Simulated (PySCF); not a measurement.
CH7AsSSi2, SMILES `C1[SiH2][AsH][SiH2]S1`.

Level of theory: PBE/def2-SVP (PySCF), at a geometry from GFN2-xTB. No frequency check shows the geometry to be a minimum. GFN2-xTB bond lengths at metals and heavier atoms can be off by up to 0.1 Å and shapes distorted, which carries into these values. Without diffuse functions Rydberg states are missing, so the states' numbers hold for this basis only.

Input script:

```python
import numpy as np
from pyscf import gto, scf, dft, tdscf
from pyscf.scf import atom_ks, atom_hf
from scipy.linalg import block_diag

def solve(mol, dm0=None, hcore=None):
    mf = (dft.UKS if mol.spin else dft.RKS)(mol, xc='pbe')
    mf.grids.level = 3
    mf = mf.density_fit(auxbasis='def2-universal-jkfit')
    mf.conv_tol, mf.max_cycle = 1e-8, 80
    if hcore is not None:
        mf.get_hcore = lambda *args: hcore
    mf.kernel(dm0)
    if not mf.converged:
        mf = mf.newton().run(mf.mo_coeff, mf.mo_occ, max_cycle=30)
    assert mf.converged, 'SCF not converged'
    return mf

mol = gto.M(atom='''
C     -1.49787     1.25461    -0.52156
Si     0.21738     1.70485     0.20656
As     1.48994    -0.23553    -0.08722
Si    -0.43856    -1.56452    -0.00975
S     -2.16910    -0.29031     0.18090
H     -1.45183     1.13029    -1.60482
H     -2.24245     2.01638    -0.30674
H      0.01298     2.12188     1.59917
H      0.70902     2.85405    -0.56841
H      1.75524    -0.39286     1.38445
H     -0.56397    -2.48651     1.11574
H     -0.59772    -2.31787    -1.26170
''', basis='def2-svp', charge=0, spin=0, verbose=4)
mf = solve(mol)
td = mf.TDA()
td.nstates, td.singlet, td.conv_tol = 6, True, 1e-5
td.kernel()
td.analyze()
x, y = np.array([p[0] for p in td.xy]), np.array([p[1] + 0 * p[0] for p in td.xy])
f, mu = td.oscillator_strength(), td.transition_dipole()
nto = [td.get_nto(state=i + 1, verbose=4) for i in range(len(td.e))]
# spherically averaged free atoms, for the promolecule
atm = atom_ks.get_atm_nrks(mol, xc='pbe')
pro = block_diag(*[(atm[a[0]][2] * atm[a[0]][3]) @ atm[a[0]][2].T for a in mol._atom])
np.savez('result.npz', e=td.e, f=f, ok=td.converged, w=[n[0] for n in nto], nto=[n[1] for n in nto], x=x, y=y, c=mf.mo_coeff, occ=mf.mo_occ, eps=mf.mo_energy, pro=pro, mu=mu)
```

Launched as:

```sh
OMP_NUM_THREADS=1 python input.py
```

The run took 5.2 min on 1 thread of AMD EPYC (Zen 3) (shared host), peak memory 0.71 GiB.

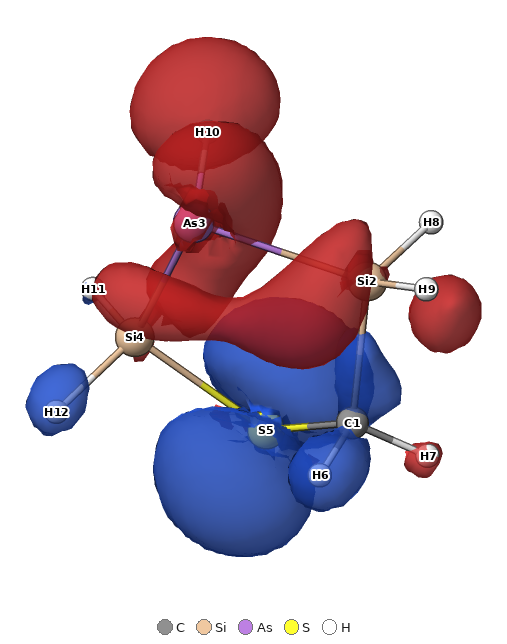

Unrelaxed difference density of S₃ less the ground state (TDA singlet states), ±0.02 e/Å³; red: gain, blue: loss.

> How does the charge move on excitation?

0.86 e is displaced in all, of which about 0.7 e passes between atoms: S5 (0.66 e) loses electrons and As3 (0.30 e) and H10 (0.18 e) gain them. The state: 5.05 eV (246 nm), f = 0.002 (very weak), charge transfer, whose energy this functional puts too low; the leading pair carries 99 %; hole on S5 (71 %), Si4 (7 %) and C1 (6 %), electron on As3 (32 %), Si2 (19 %) and H10 (18 %); their centroids lie 2.6 Å apart.
